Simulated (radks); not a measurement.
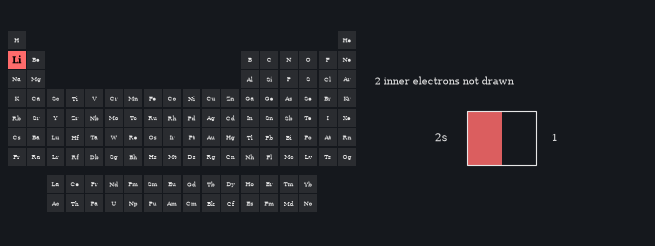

Figure 1. Left, the place of lithium in the periodic table; right, the outer shells as the input fills them: a box for each of the 2l + 1 orbitals, shaded by the share of the shell that is filled, with the electron count at the right.

## Atomic calculation, with input and output: Li

- system: a free Li atom in the configuration [He] 2s1 (high spin).
- method: non-relativistic Kohn-Sham, LDA (Slater exchange, Perdew-Wang correlation), spin-polarised, spherical densities, point nucleus (the in-house radial solver radks)

Key numbers:

```tsv
quantity	value
outcome	converged
total energy	−7.343284 hartree
kinetic energy	7.249417 hartree
electron–nucleus energy	−16.937307 hartree
Hartree energy	4.009056 hartree
exchange–correlation energy	−1.664451 hartree
radius at density 0.001 e/bohr³	4.16 bohr
SCF iterations	12
hardware	1 CPU thread, shared host
```

Input:
```
Z 3
configuration [He] 2s1
relativity non-relativistic
functional lda,pw
spin polarised
nucleus point
```

Energies in input and log are in hartree, lengths in bohr.

The run was one of a batch that the task file lists, launched with:
```bash
python <driver script> task.json out
```

The program's output:
```
1s      1   1.0000          -1.87459162
2s      1   1.0000          -0.11629800
1s      2   1.0000          -1.86686600
2s      2   0.0000          -0.07396486
Etot -7.343284223694893
Ekin 7.2494171212498
Encl -16.937307201822005
Eh 4.009056428099859
Exc -1.6644505712225464
err 1.6527300823444444e-09
it 12
```

Orbitals:

| orbital | occupation | energy (eV) | ⟨r⟩ (bohr) | outer maximum (bohr) |
| --- | --- | --- | --- | --- |
| 1s up | 1 | −51.010 | 0.5893 | 0.365 |
| 1s down | 1 | −50.800 | 0.5883 | 0.366 |
| 2s up | 1 | −3.165 | 3.823 | 3.07 |
| 2s down | 0 | −2.013 | 4.258 | 3.23 |

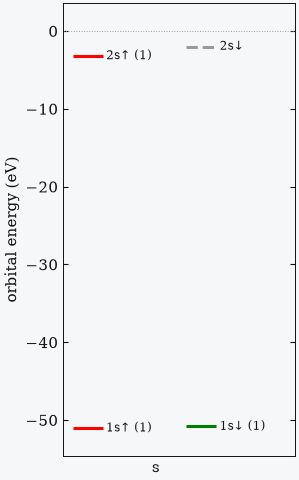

Figure 2. The outer levels are drawn by angular momentum (occupations in brackets, up spins at the left of each column and down spins at the right, empty levels dashed). The highest occupied level is 2s up at −3.16 eV. From the top down the occupied levels run 2s up (−3.16 eV), 1s down (−50.8 eV), 1s up (−51.0 eV). The lowest empty level drawn is 2s down at −2.01 eV. The largest exchange splitting (down less up) among the shells drawn in both spins is that of 2s, 1.15 eV. The measured ionisation energy (NIST) is 5.39 eV; minus the highest level, 3.16 eV, lies 41 % below it, as is usual for a semilocal functional, whose potential decays too fast.

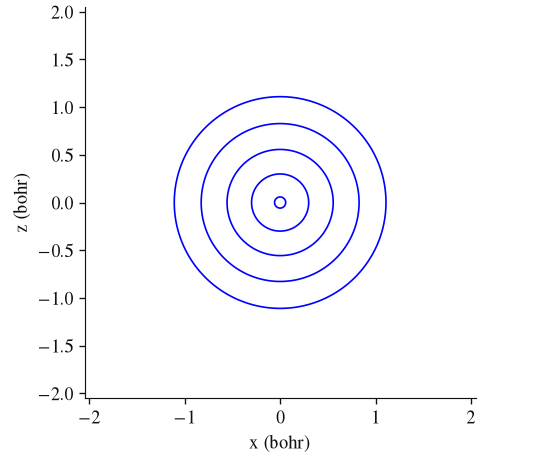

Figure 3. The 1s orbital of up spin. In the xz plane through the nucleus, contours of ψ are drawn, solid for positive and dashed for negative values, each about twice the one before. The radial function comes from the spherical calculation and is multiplied by a real spherical harmonic; the overall sign is chosen so that the largest lobe of P(r) is positive. It has no angular node and no radial node. The maximum of P² lies at 0.365 bohr, ⟨r⟩ = 0.589 bohr, 90 % of the charge lies within 1.07 bohr, and the eigenvalue is −51.0 eV, with 1 electron in the shell for this spin.
